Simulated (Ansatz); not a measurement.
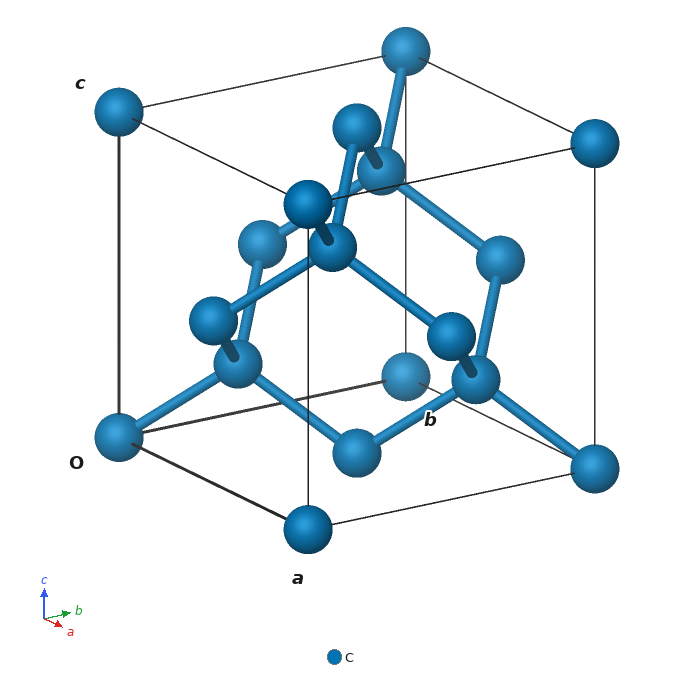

One unit cell is drawn above. Crystal: C, the input geometry of an electronic-structure calculation (not necessarily at equilibrium); the starting structure was generated, so it need not be a known form of this composition. The drawing is computed from the coordinates (standard cell, symmetry found to 0.002 Å).

```
CELL_PARAMETERS angstrom
3.55000 0.00000 0.00000
0.00000 3.55000 0.00000
0.00000 0.00000 3.55000
ATOMIC_POSITIONS crystal
C 0.25000 0.25000 0.25000
C 0.50000 0.00000 0.50000
C 0.25000 0.75000 0.75000
C 0.50000 0.50000 0.00000
C 0.75000 0.25000 0.75000
C 0.00000 0.00000 0.00000
C 0.75000 0.75000 0.25000
C 0.00000 0.50000 0.50000
```

> What is its point group?

m-3m (Oh), order 48, cubic system: three fourfold axes, four threefold axes, six twofold axes, nine mirror planes, an inversion centre.

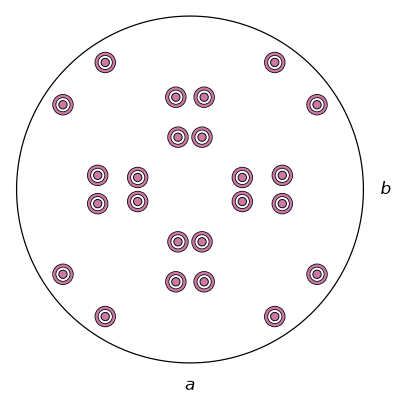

Stereographic projection: filled dots lie in the upper hemisphere, open rings in the lower. The poles are one general form. The c axis points at the viewer.

> What does this class allow?

Class m-3m is centrosymmetric, so neither piezoelectric nor pyroelectric; it is not chiral. Its Laue class is m-3m.
